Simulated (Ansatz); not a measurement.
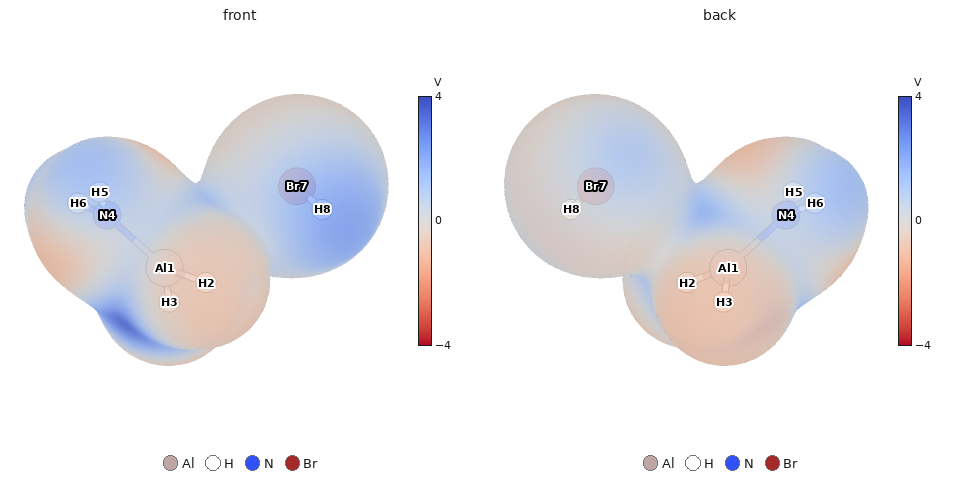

Figure. AlH$_{4}$N···HBr. The molecular electrostatic potential painted on the density surface at 0.002 e/bohr³, seen from the front and from behind; red is negative and blue positive.

Theory: RHF/def2-SVP (Ansatz 0.2.0).

```xyz
8

Al   -0.1199   -0.2289   -0.1827
H    -0.1598   -0.7119    1.3226
H     1.2184    0.1768   -0.9134
N    -1.6211   -0.2770   -1.1186
H    -2.5180   -0.5439   -0.7601
H    -1.7084   -0.0150   -2.0821
Br   -0.0602    2.9297    1.5598
H    -0.0522    2.1745    2.7492
```

Question: Which sites attract a positive test charge, and which a negative one?

Answer: A positive charge is drawn to the negative regions and a negative charge to the positive ones. The most negative region (about −0.9 V) lies over N4, the most positive (about +2.9 V) over Al1. Br7 shows a σ-hole: about +1.0 V at the tip opposite its bond, against about −0.2 V on its flanks.
